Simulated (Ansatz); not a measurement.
System: MoPt2 (Immm, No. 71). Method: LDA (Ansatz, a program for electronic structure, plane waves, PAW).

Settings: plane-wave cutoff 520 eV, 24×24×24 k mesh, Fermi–Dirac smearing 0.05 eV, no spin polarisation, scalar-relativistic PAW data made under PBE.

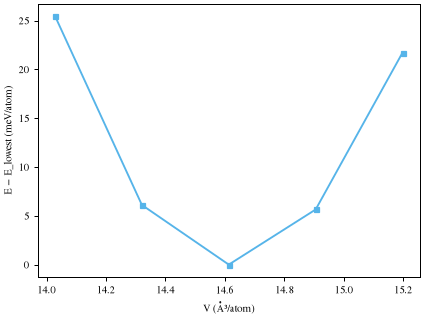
Figure: Total energy against volume

From the curve, estimate the equilibrium volume and the bulk modulus.

V0 ≈ 14.6 Å³/atom and B0 ≈ 320 GPa; the fit gives V0 = 14.613 Å³/atom, B0 = 322 GPa, B′ = 5.0.

Shape and atoms are relaxed at each volume.

Note: the relaxation could not lower the start's symmetry, so the cell can be a saddle point above a distorted one; the bulk modulus comes from volumes at which shape and atoms were relaxed.

Spin–orbit coupling is not included.

Computing time: about 50 core-minutes (a rough figure).
